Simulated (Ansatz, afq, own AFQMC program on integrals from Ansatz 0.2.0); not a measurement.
**CHSi (quartet): AFQMC on the coupled-cluster ladder at distance Si1–C2 = 1.893 Å, cc-pVDZ**

How near does AFQMC come to the top of the ladder for CHSi (quartet)?

Method: cc-pVDZ, frozen cores; program: Ansatz 0.2.0, Gaussian basis, and an in-house AFQMC program (afq) on its integrals; all values are calculated.

To be run: PBE (unrestricted); r2SCAN (unrestricted); PBE0 (unrestricted); B3LYP (unrestricted); wB97M-V (unrestricted); B2PLYP (unrestricted); CCSD(T) on UHF; CCSDT(Q) on UHF; Phaseless AFQMC, CISD trial on UHF; Phaseless AFQMC, single-determinant trial on UHF; Free-projection AFQMC, CISD trial on UHF.

5 further runs of the same task are left out: 5 that didn't finish.

## Step 1: What is computed

The geometry derives from a PBE0/def2-TZVP stationary point (not a proven minimum). One bond is set to the value named and the two fragments are kept rigid.

3 atoms, charge 0, spin multiplicity 4.

Atoms are counted from 1 here; the program's logs count them from 0.

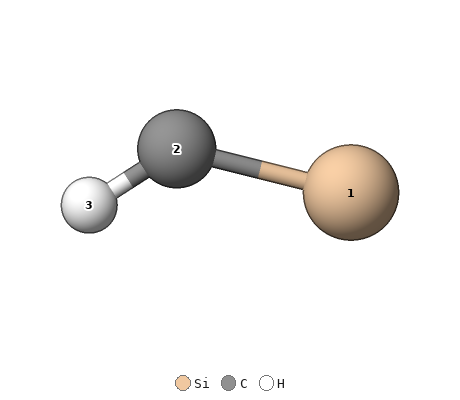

The geometry (silicon light orange, carbon grey, hydrogen white); atoms are numbered from 1 in the order of the file.

## Step 2: PBE (unrestricted)

File in.yaml:

```yaml
crystal:
  periodic: [false, false, false]
  atoms:
    - {symbol: Si, position_ang: [0.000000, 0.032553, 0.617233]}
    - {symbol: C, position_ang: [0.000000, -0.127023, -1.268554]}
    - {symbol: H, position_ang: [0.000000, 0.606549, -2.082531]}
basis:
  gaussian: {orbitals: cc-pVDZ}
magnetization: {spin_polarized: true, initial_magnetization: 3}
hamiltonian: {xc: {name: PBE}}
output: {orbitals: {seedname: orbitals}}
```

Launch:

```sh
ansatz run in.yaml --threads 1 --pin off --events-out ev --progress --plain --max-ram 1382MiB
```

The program printed:

```text
Functional definition: PBE
  name "PBE"
  cite "Perdew, Burke & Ernzerhof, Phys. Rev. Lett. 77, 3865 (1996) doi:10.1103/PhysRevLett.77.3865"
  parent pbe
  parameter kappa = 0.804
  parameter beta = 0.06672455060314922
  exchange = pbe_x(kappa = kappa, mu = beta*pi^2/3)
  correlation = pbe_c(beta = beta)
362 factors; integrals over basis functions are off by at most 6.7e-4 eV
mean field evaluation 1: about -8914.8781 eV, gradient 2.5e1 eV
mean field evaluation 2: about -8898.1528 eV, gradient 4.8e1 eV
mean field evaluation 4: about -8919.0708 eV, gradient 2.6e0 eV
mean field evaluation 8: about -8919.1435 eV, gradient 3.4e-2 eV
mean field evaluation 16: about -8919.1436 eV, gradient 5.7e-5 eV
mean field evaluation 32: about -8918.7986 eV, gradient 9.5e-5 eV
mean field evaluation 64: about -8916.5453 eV, gradient 1.5e0 eV
mean field -8919.14355369 eV, -327.7724799854 hartree, gradient 4.3e-6 eV, S^2 3.757514; 11 other end points of the search recorded, 0 dependent functions left out
reference -8919.14357840 eV, -327.7724808936 hartree; 12, 9 occupied and 25, 28 virtual orbitals, 362 factors
Total energy: -8919.14357840 eV, -327.7724808936 hartree
```

Wall time 7.5 s (1 thread of Intel Xeon Platinum 8175M at 2.50GHz (Skylake/Cascade Lake), shared host).

From the report: ⟨S²⟩ of the determinant 3.758 (pure quartet: 3.75).

## Step 3: r2SCAN (unrestricted)

in.yaml, as its differences from that of step 2:

```diff
@@ -9,3 +9,2 @@
 magnetization: {spin_polarized: true, initial_magnetization: 3}
-hamiltonian: {xc: {name: PBE}}
-output: {orbitals: {seedname: orbitals}}
+hamiltonian: {xc: {name: r2SCAN}}
```

Same command.

The program printed (excerpt; [...] marks lines left out):

```text
Functional definition: r2SCAN
  name "r2SCAN"
  cite "Furness, Kaplan, Ning, Perdew & Sun, J. Phys. Chem. Lett. 11, 8208 (2020) doi:10.1021/acs.jpclett.0c02405"
  cite "Furness, Kaplan, Ning, Perdew & Sun, J. Phys. Chem. Lett. 11, 9248 (2020) doi:10.1021/acs.jpclett.0c03077"
  parent r2scan
[...]
362 factors; integrals over basis functions are off by at most 6.7e-4 eV
[...]
mean field -8923.29437282 eV, -327.9250197748 hartree, gradient 1.6e-5 eV, S^2 3.765562; 5 other end points of the search recorded, 0 dependent functions left out
reference -8923.29438132 eV, -327.9250200873 hartree; 12, 9 occupied and 25, 28 virtual orbitals, 362 factors
Total energy: -8923.29438132 eV, -327.9250200873 hartree
```

Wall time 3.7 s (1 thread of Intel Xeon Platinum 8175M at 2.50GHz (Skylake/Cascade Lake), shared host).

From the report: ⟨S²⟩ of the determinant 3.766 (pure quartet: 3.75).

## Step 4: PBE0 (unrestricted)

in.yaml, as its differences from that of step 3:

```diff
@@ -9,2 +9,3 @@
 magnetization: {spin_polarized: true, initial_magnetization: 3}
-hamiltonian: {xc: {name: r2SCAN}}
+hamiltonian: {xc: {name: PBE0}}
+output: {orbitals: {seedname: orbitals}}
```

The command is unchanged.

The program printed (excerpt; [...] marks lines left out):

```text
Functional definition: PBE0
  name "PBE0"
  cite "Adamo & Barone, J. Chem. Phys. 110, 6158 (1999) doi:10.1063/1.478522"
  cite "Perdew, Burke & Ernzerhof, Phys. Rev. Lett. 77, 3865 (1996) doi:10.1103/PhysRevLett.77.3865"
  parent pbe
[...]
362 factors; integrals over basis functions are off by at most 6.7e-4 eV
[...]
mean field -8920.05945967 eV, -327.8061389094 hartree, gradient 1.8e-5 eV, S^2 3.760309; 2 other end points of the search recorded, 0 dependent functions left out
reference -8920.05947858 eV, -327.8061396044 hartree; 12, 9 occupied and 25, 28 virtual orbitals, 362 factors
Total energy: -8920.05947858 eV, -327.8061396044 hartree
```

It took 2.3 s on 1 thread of Intel Xeon Platinum 8175M at 2.50GHz (Skylake/Cascade Lake), shared host.

From the report: ⟨S²⟩ of the determinant 3.760 (pure quartet: 3.75).

## Step 5: B3LYP (unrestricted)

in.yaml, as its differences from that of step 4:

```diff
@@ -9,3 +9,2 @@
 magnetization: {spin_polarized: true, initial_magnetization: 3}
-hamiltonian: {xc: {name: PBE0}}
-output: {orbitals: {seedname: orbitals}}
+hamiltonian: {xc: {name: B3LYP}}
```

Launched as before.

The program printed (excerpt; [...] marks lines left out):

```text
Functional definition: B3LYP
  name "B3LYP"
  cite "Stephens, Devlin, Chabalowski & Frisch, J. Phys. Chem. 98, 11623 (1994) doi:10.1021/j100096a001"
  cite "Becke, Phys. Rev. A 38, 3098 (1988) doi:10.1103/PhysRevA.38.3098"
  cite "Lee, Yang & Parr, Phys. Rev. B 37, 785 (1988) doi:10.1103/PhysRevB.37.785"
  cite "Vosko, Wilk & Nusair, Can. J. Phys. 58, 1200 (1980) doi:10.1139/p80-159"
[...]
362 factors; integrals over basis functions are off by at most 6.7e-4 eV
[...]
mean field -8925.19753587 eV, -327.9949597271 hartree, gradient 9.3e-6 eV, S^2 3.757443; 1 other end points of the search recorded, 0 dependent functions left out
reference -8925.19769889 eV, -327.9949657181 hartree; 12, 9 occupied and 25, 28 virtual orbitals, 362 factors
Total energy: -8925.19769889 eV, -327.9949657181 hartree
```

Run time: 1.4 s. Hardware: 1 thread of Intel Xeon Platinum 8175M at 2.50GHz (Skylake/Cascade Lake), shared host.

From the report: ⟨S²⟩ of the determinant 3.757 (pure quartet: 3.75).

## Step 6: wB97M-V (unrestricted)

in.yaml, as its differences from that of step 5:

```diff
@@ -9,2 +9,3 @@
 magnetization: {spin_polarized: true, initial_magnetization: 3}
-hamiltonian: {xc: {name: B3LYP}}
+hamiltonian: {xc: {name: wB97M-V}}
+output: {orbitals: {seedname: orbitals}}
```

Launched as before.

The program printed (excerpt; [...] marks lines left out):

```text
Functional definition: wB97M-V
  name "wB97M-V"
  cite "Mardirossian & Head-Gordon, J. Chem. Phys. 144, 214110 (2016) doi:10.1063/1.4952647"
  cite "Becke, J. Chem. Phys. 107, 8554 (1997) doi:10.1063/1.475007"
  cite "Vydrov & Van Voorhis, J. Chem. Phys. 133, 244103 (2010) doi:10.1063/1.3521275"
  # Of w^i u^j: cxij and so on, Table III.
[...]
  gx(w, u) = 1 - cx + cx01*u + cx10*w
  gss(w, u) = css00 + css04*u^4 + css10*w + css20*w^2 + css43*w^4*u^3
  gos(w, u) = cos00 + cos10*w + (cos20 + cos21*u)*w^2 + (cos60 + cos61*u)*w^6
[...]
      + integral(e_c_pw_mod_opposite_spin*gos(b97_w_opposite, b97_u_opposite)) + vv10(b, c)
362 factors; integrals over basis functions are off by at most 6.7e-4 eV
122 factors; integrals over basis functions are off by at most 9.2e-6 eV
[...]
mean field -8923.60786024 eV, -327.9365402253 hartree, gradient 9.9e-6 eV, S^2 3.754342; 1 other end points of the search recorded, 0 dependent functions left out
reference -8923.60788746 eV, -327.9365412256 hartree; 12, 9 occupied and 25, 28 virtual orbitals, 362 factors
Total energy: -8923.60788746 eV, -327.9365412256 hartree
```

Wall time 5.5 s (1 thread of Intel Xeon Platinum 8175M at 2.50GHz (Skylake/Cascade Lake), shared host).

From the report: ⟨S²⟩ of the determinant 3.754 (pure quartet: 3.75).

## Step 7: B2PLYP (unrestricted)

in.yaml, as its differences from that of step 6:

```diff
@@ -9,3 +9,3 @@
 magnetization: {spin_polarized: true, initial_magnetization: 3}
-hamiltonian: {xc: {name: wB97M-V}}
-output: {orbitals: {seedname: orbitals}}
+hamiltonian: {xc: {name: B2PLYP}}
+correlation: {electrons: outside_noble_gas}
```

The command is unchanged.

The program printed (excerpt; [...] marks lines left out):

```text
Functional definition: B2PLYP
  name "B2PLYP"
  cite "Grimme, J. Chem. Phys. 124, 034108 (2006) doi:10.1063/1.2148954"
  cite "Becke, Phys. Rev. A 38, 3098 (1988) doi:10.1103/PhysRevA.38.3098"
  cite "Lee, Yang & Parr, Phys. Rev. B 37, 785 (1988) doi:10.1103/PhysRevB.37.785"
[...]
362 factors; integrals over basis functions are off by at most 6.7e-4 eV
[...]
mean field -8918.73131493 eV, -327.7573304906 hartree, gradient 4.2e-6 eV, S^2 3.763821; 2 other end points of the search recorded, 0 dependent functions left out
6 core orbitals not correlated: weight in the atoms' cores, before any rotation towards them, 1.000 or more for the frozen orbitals, at most 0.000 for the correlated occupied ones
reference -8918.73142004 eV, -327.7573343533 hartree; 6, 3 occupied and 25, 28 virtual orbitals, 362 factors
second order -4.97156762 eV of doubles, -0.00000000 eV of singles
Total energy: -8920.07374330 eV, -327.8066638232 hartree
```

Run time: 2.4 s. Hardware: 1 thread of Intel Xeon Platinum 8175M at 2.50GHz (Skylake/Cascade Lake), shared host.

From the report: ⟨S²⟩ of the determinant 3.764 (pure quartet: 3.75).

## Step 8: CCSD(T) on UHF

in.yaml, as its differences from that of step 7:

```diff
@@ -9,3 +9,2 @@
 magnetization: {spin_polarized: true, initial_magnetization: 3}
-hamiltonian: {xc: {name: B2PLYP}}
-correlation: {electrons: outside_noble_gas}
+correlation: {method: ccsd_t, electrons: outside_noble_gas, hamiltonian_folder: ham}
```

Same command.

The program printed (excerpt; [...] marks lines left out):

```text
Functional definition: HF
  name "HF"
  cite "Fock, Z. Phys. 61, 126 (1930) doi:10.1007/BF01340294"
  parent pbe
[...]
362 factors; integrals over basis functions are off by at most 6.7e-4 eV
[...]
mean field -8904.15045458 eV, -327.2214937559 hartree, gradient 8.5e-6 eV, S^2 3.784337; 14 other end points of the search recorded, 0 dependent functions left out
determinant -8904.15045458 eV, -327.2214937559 hartree, with singles and doubles -8908.96273391 eV, -327.3983417593 hartree
determinant -8903.90250131 eV, -327.2123816413 hartree, with singles and doubles -8908.62054734 eV, -327.3857666348 hartree
determinant -8902.15838373 eV, -327.1482865025 hartree, with singles and doubles -8907.05422530 eV, -327.3282053615 hartree
determinant -8901.99211893 eV, -327.1421763837 hartree, with singles and doubles -8907.05943614 eV, -327.3283968565 hartree
[...]
determinant -8900.99113253 eV, -327.1053908119 hartree, with singles and doubles -8906.27776743 eV, -327.2996710613 hartree
determinant -8900.77849742 eV, -327.0975766158 hartree, with singles and doubles -8905.82201242 eV, -327.2829223735 hartree
determinant -8904.15045458 eV, -327.2214937559 hartree, with singles and doubles -8908.96518196 eV, -327.3984317237 hartree
determinant -8903.90250131 eV, -327.2123816413 hartree, with singles and doubles -8908.62556108 eV, -327.3859508863 hartree
6 core orbitals not correlated: weight in the atoms' cores, before any rotation towards them, 1.000 or more for the frozen orbitals, at most 0.000 for the correlated occupied ones
reference -8904.15045458 eV, -327.2214937559 hartree; 6, 3 occupied and 25, 28 virtual orbitals, 362 factors
second order -3.83833772 eV of doubles, -0.00000000 eV of singles
cycle   1  -4.81472796 eV  change   -5.8e-7 eV  update   2.8e-6
perturbative correction -0.13640301 eV, -0.0050127182 hartree
Total energy: -8909.10158555 eV, -327.4034444630 hartree
```

Run time: 4.5 s. Hardware: 1 thread of Intel Xeon Platinum 8175M at 2.50GHz (Skylake/Cascade Lake), shared host.

From the report: ⟨S²⟩ of the determinant 3.784 (pure quartet: 3.75); correlation -4.9511 eV; T1 0.029; largest double amplitude 0.06.

This run also writes the integrals to the folder ham.

[end of part 1 of 2]
